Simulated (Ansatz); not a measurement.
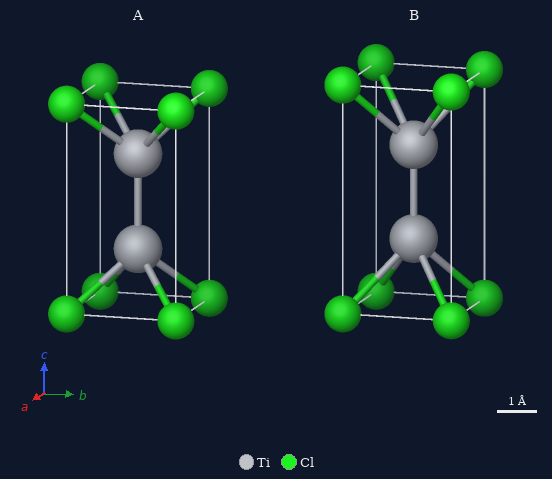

Two geometries of solid Ti$_{2}$Cl (a generated structure, set up in P4/mmm) (coarse preliminary run), drawn at one scale. One is the start of a relaxation, the other its converged end. The picture is a ball-and-stick view of the cell of the calculation, seen slightly off an axis.

Level of theory: DFT PBE, scalar-relativistic, plane waves, PAW (Ansatz 0.2.0). Set-up: plane-wave cutoff 420 eV; k-point mesh 6 × 6 × 4; occupations gaussian; smearing width 0.1 eV; collinear spin; cell and atoms relaxed; force threshold 0.04 eV/Å; at most 70 steps.

### Which one is relaxed?

Structure A is the relaxed one. After 5 accepted moves (6 points after the start) the energy has fallen by 42.3 meV per atom. Largest force component: 0.48 eV/Å at the start, 0.0066 eV/Å at the end. Pressure: −2.44 GPa at the start and 0.06 GPa at the end. The SCF was repeated once at an unchanged geometry on a basis and grid sized afresh for the cell, which shifted the energy by 0.2 meV per atom at most. The largest moves relative to the cell, 0.12 Å, are those of Ti atoms. Cl stays in place. The volume changes by −6.8 %, with a = b 2.963 → 2.986 Å (+0.8 %), c 6.114 → 5.609 Å (−8.3 %). Near-neighbour distances that change, for instance: Ti–Ti 3.607 → 3.064 Å, Cl–Ti 2.765 → 2.609 Å, Ti–Ti 2.507 → 2.544 Å, Ti–Ti 2.963 → 2.986 Å. Bond angles that change, for instance: Cl–Ti–Cl 98.6° → 108.1°, Cl–Ti–Cl 64.8° → 69.8°, Ti–Ti–Cl 130.7° → 126.0°. The space group stays P4/mmm (No. 123). The program noted that the starting moments weren't kept. The run took 80 s on 1 thread of Intel(R) Xeon(R) Processor @ 2.50GHz (Skylake/Cascade Lake) (shared host), peak memory 0.4 GiB.
